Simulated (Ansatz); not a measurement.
Run report: AlN₂H₇F₂, geometry relaxation (part 2 of 3)

AlN₂H₇F₂; RKS r2SCAN-D4/6-31G* (Ansatz 0.2.0). It belongs to a series of runs on one base structure; here: end point A relaxed.

Geometry of the input (Å):
```
Al -0.1785  -0.4498  -0.6890
H  0.5651  -1.6599  -0.0883
N  -1.6720  -0.6270  -1.6292
N  0.4845  1.1540  -0.1867
H  0.2186  0.6938  1.6524
F  -0.2021  0.1870  2.3135
H  1.3881  -0.8497  1.4557
F  2.1492  -0.3232  1.4792
H  -2.1300  -1.5177  -1.7792
H  -2.2318  0.1203  -2.0202
H  0.1244  2.0512  -0.4906
H  1.4846  1.2211  -0.0179
```

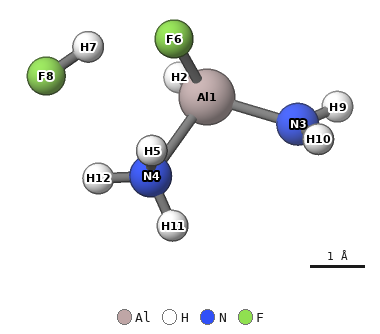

**Figure 1.** The geometry at step 13 of the log (ball-and-stick view, seen at a tilt; atoms are numbered from 1 in the order of the input).

**Trajectory as extended XYZ, continued**
```
12
Properties=species:S:1:pos:R:3:forces:R:3 step=2 energy=-15120.87491
Al   -0.2171   -0.4410   -0.6440    0.0597  -0.1515   0.1990
H     0.5428   -1.7146   -0.1096   -0.0303  -0.1626  -0.0907
N    -1.6862   -0.6131   -1.6223   -0.0467   0.1124   0.0039
N     0.4748    1.1640   -0.1796   -0.0670   0.2537   0.3413
H     0.1153    0.7968    1.6074   -0.1591  -0.2664  -0.2595
F    -0.2174    0.0997    2.2048    0.1908   0.0885  -0.2684
H     1.4798   -0.8523    1.6325    0.7951   0.8322  -0.0770
F     2.2809   -0.3527    1.4373   -0.7665  -0.6615   0.2026
H    -2.1408   -1.5032   -1.7859    0.0141   0.0089   0.0147
H    -2.2307    0.1347   -2.0330   -0.0133  -0.0111  -0.0014
H     0.1234    2.0606   -0.4980    0.0173   0.0076  -0.0673
H     1.4751    1.2212   -0.0098    0.0058  -0.0503   0.0027
12
Properties=species:S:1:pos:R:3:forces:R:3 step=3 energy=-15120.99052
Al   -0.2370   -0.4462   -0.5924    0.1496  -0.6794   0.0083
H     0.5217   -1.7656   -0.1335   -0.1239   0.0792  -0.1183
N    -1.6931   -0.5923   -1.5960   -0.0537   0.1843   0.0200
N     0.4622    1.1649   -0.1457   -0.1176   0.3348   0.4510
H     0.0338    0.7554    1.4560    0.0638   0.0580  -0.2797
F    -0.2015    0.0436    2.1089    0.1796  -0.0984  -0.2197
H     1.5037   -0.7094    1.7648    1.8567   0.9794  -0.7109
F     2.3849   -0.4013    1.4120   -2.0406  -0.7331   0.7941
H    -2.1451   -1.4789   -1.7854    0.0255   0.0131   0.0311
H    -2.2217    0.1619   -2.0162   -0.0273  -0.0153   0.0123
H     0.1296    2.0566   -0.5014    0.0223  -0.0524  -0.0032
H     1.4626    1.2113    0.0288    0.0656  -0.0700   0.0150
12
Properties=species:S:1:pos:R:3:forces:R:3 step=4 energy=-15121.10540
Al   -0.2228   -0.4975   -0.6098   -0.0009  -0.7043   0.1218
H     0.5161   -1.8391   -0.2022   -0.0714   0.0692  -0.1420
N    -1.7023   -0.5810   -1.5885    0.0355   0.2717   0.0355
N     0.4507    1.1097   -0.0841    0.3324   0.6434   0.0825
H     0.0474    0.7628    1.3248    0.1533   0.6292  -0.8391
F    -0.1875    0.0756    2.0061   -0.0700  -1.0105   0.9318
H     1.5251   -0.5435    1.8578    1.4172   0.5151  -0.8974
F     2.3909   -0.3906    1.3986   -1.6916  -0.2900   0.9358
H    -2.1594   -1.4541   -1.8143   -0.0132  -0.0607   0.0017
H    -2.2345    0.1957   -1.9614   -0.0145  -0.0310   0.0171
H     0.1211    2.0057   -0.4254    0.0035   0.0542  -0.1312
H     1.4553    1.1565    0.0982   -0.0802  -0.0864  -0.1164
12
Properties=species:S:1:pos:R:3:forces:R:3 step=5 energy=-15121.19522
Al   -0.2121   -0.5204   -0.6081    0.0692  -0.5484   0.0068
H     0.5543   -1.8672   -0.2888   -0.0843   0.0586  -0.0733
N    -1.7043   -0.5723   -1.5691   -0.0160   0.1524   0.0288
N     0.4647    1.0970   -0.0937    0.0438   0.5377   0.1697
H     0.0400    0.7440    1.3215    0.1343   0.5329  -0.7160
F    -0.1844    0.0603    2.0241    0.0007  -0.7195   0.6109
H     1.5027   -0.4512    1.9036    0.6529   0.1641  -0.5501
F     2.3388   -0.3957    1.4124   -0.8539  -0.0245   0.5966
H    -2.1586   -1.4415   -1.8237    0.0133   0.0284   0.0248
H    -2.2444    0.2146   -1.9076   -0.0173  -0.0346   0.0225
H     0.1354    1.9912   -0.4485    0.0180  -0.0726  -0.0669
H     1.4678    1.1414    0.0777    0.0392  -0.0745  -0.0539
12
Properties=species:S:1:pos:R:3:forces:R:3 step=7 energy=-15121.34893
Al   -0.1366   -0.5918   -0.6317   -0.1667  -0.2616   0.1315
H     0.6535   -1.9616   -0.5011   -0.0446   0.1815  -0.0503
N    -1.7107   -0.5327   -1.4642    0.1271  -0.0060   0.0494
N     0.5168    1.0671   -0.1091    0.0092   0.1318   0.1412
H     0.0209    0.6914    1.1541    0.2373   0.6087  -0.5884
F    -0.2152   -0.0671    1.8626   -0.2355  -0.5400   0.2460
H     1.3606   -0.2908    1.9511    0.3262  -0.0783  -0.0983
F     2.2632   -0.2693    1.6091   -0.2707   0.0154   0.1210
H    -2.1879   -1.3769   -1.7603   -0.0165   0.0715   0.0137
H    -2.2818    0.2808   -1.6628    0.0384  -0.0754   0.0389
H     0.1976    1.9410   -0.5187   -0.0113  -0.0550  -0.0466
H     1.5195    1.1098    0.0707    0.0071   0.0074   0.0419
12
Properties=species:S:1:pos:R:3:forces:R:3 step=8 energy=-15121.51668
Al   -0.1147   -0.6102   -0.5832   -0.2694  -0.3583   0.4987
H     0.7140   -1.9618   -0.5490   -0.0278   0.1740  -0.0756
N    -1.6986   -0.5225   -1.3948    0.0555   0.0182  -0.0301
N     0.5388    1.0828   -0.1010    0.0564   0.2358   0.0861
H     0.0282    0.7136    1.0336    0.3478   0.9928  -0.8084
F    -0.2685   -0.1527    1.6958   -0.3551  -0.8926   0.1900
H     1.2901   -0.2834    1.9429    0.4365  -0.1682  -0.1090
F     2.2164   -0.2638    1.6612   -0.3759   0.0656   0.1272
H    -2.1890   -1.3591   -1.6920    0.0017   0.0778   0.0068
H    -2.2810    0.2938   -1.5511    0.0857  -0.1199   0.0575
H     0.2258    1.9370   -0.5582    0.0186  -0.0724   0.0524
H     1.5385    1.1264    0.0955    0.0262   0.0472   0.0044
12
Properties=species:S:1:pos:R:3:forces:R:3 step=9 energy=-15121.88137
Al   -0.1043   -0.6418   -0.5041   -0.3789  -0.5407   0.8082
H     0.7803   -1.9615   -0.6175   -0.0659   0.2407  -0.0439
N    -1.6851   -0.5135   -1.3209   -0.1352   0.0570  -0.1817
N     0.5636    1.0996   -0.0901    0.1912   0.2765  -0.3004
H     0.0397    0.7565    0.8938    0.5574   1.7747  -0.7721
F    -0.3262   -0.2396    1.5259   -0.4489  -1.5948   0.1530
H     1.2202   -0.2997    1.9404    0.5884  -0.1407  -0.1552
F     2.1628   -0.2417    1.7120   -0.5829   0.0393   0.1609
H    -2.1902   -1.3405   -1.6287    0.0687   0.1703   0.0165
H    -2.2763    0.3087   -1.4337    0.1890  -0.2656   0.0854
H     0.2560    1.9286   -0.5970   -0.0209  -0.0779   0.1834
H     1.5597    1.1451    0.1197    0.0379   0.0613   0.0457
12
Properties=species:S:1:pos:R:3:forces:R:3 step=10 energy=-15122.29464
Al   -0.1063   -0.6774   -0.4474   -0.4183  -0.5223   0.9387
H     0.8368   -1.9471   -0.6978   -0.1280   0.2947   0.0397
N    -1.6809   -0.5121   -1.2743    0.0386   0.0897  -0.2108
N     0.5846    1.1139   -0.0942    0.9447   0.2113  -1.3095
H     0.0676    0.8391    0.7806    0.0851   1.7077   0.4374
F    -0.3728   -0.3063    1.4364   -0.2465  -1.7082  -0.0708
H     1.1785   -0.3681    1.9735    0.0436   0.0163  -0.1528
F     2.0998   -0.2040    1.7616   -0.0916  -0.0408   0.0968
H    -2.1905   -1.3232   -1.5992   -0.0370  -0.0175  -0.0861
H    -2.2810    0.3048   -1.3282    0.0890  -0.1308   0.0791
H     0.2836    1.9172   -0.6358   -0.1550   0.0822   0.1442
H     1.5806    1.1634    0.1246   -0.1246   0.0177   0.0941
12
Properties=species:S:1:pos:R:3:forces:R:3 step=11 energy=-15122.72176
Al   -0.1400   -0.7208   -0.3296    0.0098  -0.6802  -1.3938
H     0.8729   -1.9091   -0.7376   -0.2155   0.3059   0.1702
N    -1.6710   -0.5134   -1.2433    0.0797  -0.0923  -0.2387
N     0.6179    1.1441   -0.1186    0.6460  -0.4029  -1.3257
H     0.1077    0.9712    0.7302   -0.3030   1.4010   1.0966
F    -0.4227   -0.4669    1.3385   -0.0849  -0.7071   1.5616
H     1.1327   -0.4111    1.9802    0.4346   0.0515  -0.1842
F     2.0544   -0.1975    1.7975   -0.5236  -0.0755   0.1548
H    -2.1838   -1.3119   -1.5998    0.0361   0.0597  -0.0792
H    -2.2840    0.2913   -1.2356   -0.0484  -0.0001   0.0740
H     0.3105    1.9240   -0.6845   -0.1854   0.1351   0.0379
H     1.6054    1.2002    0.1025    0.1546   0.0048   0.1264
12
Properties=species:S:1:pos:R:3:forces:R:3 step=12 energy=-15122.95912
Al   -0.1646   -0.7119   -0.3130   -0.1482  -0.2311  -0.5235
H     0.8535   -1.8625   -0.7176    0.0270   0.0578   0.0205
N    -1.6825   -0.5127   -1.2489    0.5088   0.1720   0.0146
N     0.6286    1.1614   -0.1596    0.2138  -0.8807   0.9260
H     0.1300    1.1200    0.7617    0.6695   1.0078  -0.6005
F    -0.4170   -0.5664    1.3929    0.1817  -0.3375   0.4799
H     1.1565   -0.6031    1.9584    0.9282   0.9630  -0.1436
F     1.9997   -0.0997    1.8834   -1.0450  -0.8110   0.0914
H    -2.1491   -1.2940   -1.6680   -0.2021  -0.3875  -0.2748
H    -2.3330    0.2487   -1.1698   -0.2711   0.2568   0.0855
H     0.3363    1.9166   -0.7632   -0.1897   0.2294  -0.0559
H     1.6415    1.2038    0.0433   -0.6728  -0.0391  -0.0196
12
Properties=species:S:1:pos:R:3:forces:R:3 step=13 energy=-15123.22352
Al   -0.1720   -0.7474   -0.2947    0.0478  -0.4124  -0.1621
H     0.8926   -1.8598   -0.7704   -0.1935   0.2493   0.0041
N    -1.6793   -0.4653   -1.2334    0.3088   0.1129  -0.0105
N     0.6092    1.1143   -0.1375    0.0015  -0.2336   0.2583
H     0.0811    1.3107    0.7261    0.4186   0.4888  -0.3293
F    -0.3916   -0.7444    1.4239    0.2689  -0.0594   0.1523
H     1.1397   -0.5115    1.9418    0.2075   0.3234  -0.0480
F     1.9874   -0.0469    1.8889   -0.3677  -0.2748   0.0281
H    -2.1100   -1.2077   -1.7620   -0.1423  -0.1091  -0.1547
H    -2.3712    0.2398   -1.0182   -0.1314  -0.0195   0.0309
H     0.4088    1.7892   -0.8744   -0.1106  -0.0155   0.1244
H     1.6053    1.1292    0.1095   -0.3076  -0.0499   0.1066
12
Properties=species:S:1:pos:R:3:forces:R:3 step=14 energy=-15123.33741
Al   -0.1890   -0.7642   -0.2663    0.1392  -0.1230  -0.0721
H     0.8882   -1.8188   -0.7964   -0.1033   0.1092  -0.0748
N    -1.6828   -0.4385   -1.2204    0.1867   0.0241   0.1062
N     0.5984    1.1065   -0.1347   -0.0126  -0.0823   0.1702
H     0.0452    1.4879    0.6406    0.2116   0.2035  -0.2084
F    -0.3305   -0.8135    1.4606   -0.0443  -0.0414  -0.0079
H     1.1118   -0.4972    1.9236    0.2712   0.2173   0.0353
F     1.9868   -0.0747    1.9028   -0.2674  -0.1213  -0.0277
H    -2.0533   -1.1307   -1.8589   -0.0955   0.0113  -0.0192
H    -2.4360    0.1489   -0.8811   -0.1000  -0.0835  -0.0576
H     0.4900    1.6959   -0.9609   -0.0169  -0.0422   0.1107
H     1.5712    1.0986    0.1909   -0.1687  -0.0718   0.0451
12
Properties=species:S:1:pos:R:3:forces:R:3 step=15 energy=-15123.36094
Al   -0.1995   -0.7713   -0.2593    0.0582   0.0250   0.0695
H     0.8705   -1.7746   -0.8914   -0.0360   0.1045  -0.0187
N    -1.7026   -0.4245   -1.1946   -0.6641   0.2174   0.3349
N     0.6106    1.0958   -0.1200   -0.2440   0.6287  -0.0704
H     0.0376    1.6490    0.5523    0.5134  -0.3992  -0.5570
F    -0.3129   -0.8998    1.4704   -0.0135   0.0098  -0.2074
H     1.0970   -0.4615    1.9331   -0.1057  -0.0175   0.0398
F     1.9563   -0.0254    1.9169    0.1525   0.0395   0.0305
H    -2.0134   -1.0668   -1.9271   -0.0537   0.2980   0.3500
H    -2.5193    0.0352   -0.7460    0.6536  -0.5616  -0.5999
H     0.6191    1.6093   -1.0212    0.0386  -0.3748   0.6474
H     1.5565    1.0346    0.2867   -0.2994   0.0302  -0.0188
12
Properties=species:S:1:pos:R:3:forces:R:3 step=16 energy=-15123.40685
Al   -0.2326   -0.7399   -0.2599    0.2572   0.0218  -0.1220
H     0.9246   -1.5935   -0.9570   -0.1362  -0.0820  -0.0094
N    -1.7660   -0.4560   -1.1652   -0.2011   0.0526   0.1511
N     0.6488    1.0911   -0.1247   -0.2363   0.1939   0.0039
H     0.0929    1.6880    0.4999    0.1973  -0.0366  -0.2108
F    -0.3219   -0.9166    1.4579   -0.0237   0.0197  -0.0828
H     1.0772   -0.4633    1.9624   -0.0566  -0.0162  -0.0063
F     1.9381   -0.0299    1.9616    0.0979   0.0357   0.0495
H    -2.0534   -1.0838   -1.9127    0.0335   0.1282   0.1466
H    -2.5985   -0.0410   -0.7437    0.2086  -0.1859  -0.1665
H     0.7183    1.5550   -1.0361    0.0422  -0.0827   0.2572
H     1.5724    0.9901    0.3171   -0.1829  -0.0485  -0.0105
12
Properties=species:S:1:pos:R:3:forces:R:3 step=18 energy=-15123.45591
Al   -0.2085   -0.7176   -0.3218   -0.1591  -0.0721  -0.0576
H     0.8571   -1.6262   -1.0872    0.0132   0.0866  -0.0082
N    -1.8051   -0.4601   -1.1137   -0.0550   0.0049   0.0221
N     0.6481    1.1110   -0.1344    0.1719   0.2128   0.1050
H     0.0293    1.7989    0.3186    0.1858  -0.2573  -0.2616
F    -0.2455   -0.9499    1.3911    0.0884   0.0478   0.0436
H     1.0880   -0.4604    1.9661    0.4352   0.2151   0.0966
F     1.9461    0.0094    2.0576   -0.5181  -0.2124  -0.1729
H    -2.0724   -1.0280   -1.9113    0.0116   0.0347   0.0471
H    -2.6493   -0.1555   -0.6381    0.0877  -0.0313  -0.0371
H     0.9568    1.5049   -1.0333   -0.0461  -0.1216   0.4036
H     1.4554    0.9736    0.5060   -0.2156   0.0927  -0.1806
12
Properties=species:S:1:pos:R:3:forces:R:3 step=19 energy=-15123.46897
Al   -0.2293   -0.7535   -0.3633    0.9321   0.2569   0.5364
H     0.8676   -1.5568   -1.1797    0.0173  -0.1185  -0.0848
N    -1.8113   -0.4526   -1.0741   -0.8229   0.0290  -0.3733
N     0.6517    1.0896   -0.1336    0.0369  -0.1074  -0.0475
H    -0.0223    1.8078    0.1339    0.0065  -0.0036  -0.0046
F    -0.1960   -1.0028    1.3504    0.0160  -0.0649  -0.0140
H     1.1061   -0.4552    1.9657   -0.0552  -0.0450   0.0271
F     1.9138    0.0669    2.0828   -0.0006   0.0020  -0.0204
H    -2.1164   -0.9908   -1.8769   -0.0222   0.0208  -0.0402
H    -2.6334   -0.1590   -0.5600   -0.0159   0.0142   0.0258
H     1.1269    1.4172   -0.9753   -0.0122  -0.0403   0.0396
H     1.3425    0.9892    0.6299   -0.0799   0.0569  -0.0441
12
Properties=species:S:1:pos:R:3:forces:R:3 step=20 energy=-15123.40765 accepted=F
Al   -0.1712   -0.6453   -0.3505   -1.1116  -1.2841  -0.3514
H     0.8293   -1.5527   -1.2046    0.1071   0.2029  -0.0766
N    -1.8669   -0.4808   -1.0220    0.7125   0.2432   0.2532
N     0.6831    1.0995   -0.1621    0.3792   1.0000   0.2651
H     0.0244    1.8657    0.0009   -0.0924  -0.1023  -0.0516
F    -0.1769   -1.0911    1.3212    0.1672   0.3210   0.0677
H     1.0807   -0.4966    1.9994   -0.1297  -0.0868  -0.0429
F     1.8576    0.0679    2.1196    0.0468   0.1091  -0.0339
H    -2.1144   -0.8895   -1.9151   -0.0424  -0.0105   0.0575
H    -2.7005   -0.3234   -0.4681    0.0063  -0.0353  -0.0618
H     1.2377    1.3727   -0.9759   -0.0091  -0.1350  -0.0233
H     1.3172    1.0735    0.6571   -0.0340  -0.2221  -0.0019
12
Properties=species:S:1:pos:R:3:forces:R:3 step=21 energy=-15123.50007
Al   -0.1982   -0.7489   -0.3716    0.1718   0.1773   0.1384
H     0.8727   -1.5575   -1.2402   -0.0668   0.0118   0.0224
N    -1.8322   -0.4433   -1.0515   -0.0235  -0.0220  -0.0473
N     0.6645    1.0961   -0.1442   -0.0061  -0.1287   0.0054
H    -0.0277    1.8246    0.0360    0.0186  -0.0254  -0.0300
F    -0.1576   -1.0631    1.3338    0.0389  -0.0174  -0.0786
H     1.0962   -0.4794    1.9956    0.0987   0.1443  -0.0344
F     1.8688    0.1043    2.1070   -0.1240  -0.1394   0.0216
H    -2.1435   -0.9514   -1.8708   -0.0264   0.0027  -0.0201
H    -2.6445   -0.1869   -0.5032   -0.0143  -0.0105   0.0237
H     1.2042    1.3785   -0.9630   -0.0181  -0.0161   0.0376
H     1.2972    1.0271    0.6717   -0.0489   0.0233  -0.0387
12
Properties=species:S:1:pos:R:3:forces:R:3 step=22 energy=-15123.49547 accepted=F
Al   -0.1924   -0.7055   -0.3609   -0.1194  -0.4638  -0.1751
H     0.8415   -1.5385   -1.2479    0.0210   0.0508  -0.0163
N    -1.8434   -0.4445   -1.0325   -0.0583   0.0759   0.0785
N     0.6716    1.0807   -0.1515    0.1489   0.4379   0.1027
H    -0.0095    1.8297   -0.0192   -0.0633  -0.0198  -0.0023
F    -0.1359   -1.0784    1.3264   -0.0394   0.0616   0.0221
H     1.0818   -0.4663    1.9858    0.0253  -0.0305   0.0424
F     1.8602    0.0954    2.1361   -0.0272   0.0600  -0.0499
H    -2.1301   -0.8928   -1.8966    0.0345   0.0142   0.0719
H    -2.6687   -0.2762   -0.4653    0.0582  -0.0104  -0.0588
H     1.2408    1.3444   -0.9558    0.0222  -0.0783  -0.0434
H     1.2841    1.0520    0.6811   -0.0024  -0.0976   0.0281
12
Properties=species:S:1:pos:R:3:forces:R:3 step=23 energy=-15123.50728
Al   -0.1899   -0.7344   -0.3750   -0.0093  -0.0339   0.0180
H     0.8590   -1.5461   -1.2631   -0.0174   0.0172   0.0007
N    -1.8378   -0.4398   -1.0379    0.0018   0.0128   0.0171
N     0.6698    1.0884   -0.1470    0.0173   0.1047   0.0204
H    -0.0261    1.8260   -0.0136    0.0590  -0.0758  -0.0300
F    -0.1370   -1.0814    1.3213    0.0130   0.0075  -0.0354
H     1.0886   -0.4705    1.9918    0.0168   0.0239  -0.0023
F     1.8547    0.1119    2.1282   -0.0342  -0.0164  -0.0002
H    -2.1465   -0.9232   -1.8739   -0.0035   0.0085   0.0132
H    -2.6509   -0.2221   -0.4721    0.0228  -0.0174  -0.0128
H     1.2424    1.3502   -0.9514   -0.0316  -0.0300   0.0605
H     1.2738    1.0411    0.6925   -0.0345  -0.0012  -0.0492
12
Properties=species:S:1:pos:R:3:forces:R:3 step=24 energy=-15123.51053
Al   -0.1812   -0.7401   -0.3880   -0.0264  -0.0177   0.0012
H     0.8539   -1.5372   -1.3037   -0.0064   0.0066   0.0028
N    -1.8385   -0.4304   -1.0219    0.0196   0.0050   0.0125
N     0.6769    1.0818   -0.1523    0.0234   0.0470   0.0100
H    -0.0243    1.8187   -0.0605    0.0221  -0.0306  -0.0133
F    -0.1120   -1.1095    1.3019    0.0054  -0.0030  -0.0208
H     1.0743   -0.4612    1.9988    0.0158   0.0049  -0.0012
F     1.8223    0.1390    2.1548   -0.0220   0.0008   0.0046
H    -2.1584   -0.8968   -1.8630   -0.0063   0.0029   0.0009
H    -2.6426   -0.2399   -0.4346    0.0011  -0.0082   0.0007
H     1.2785    1.3271   -0.9393   -0.0114  -0.0128   0.0259
H     1.2511    1.0487    0.7075   -0.0150   0.0050  -0.0232
```
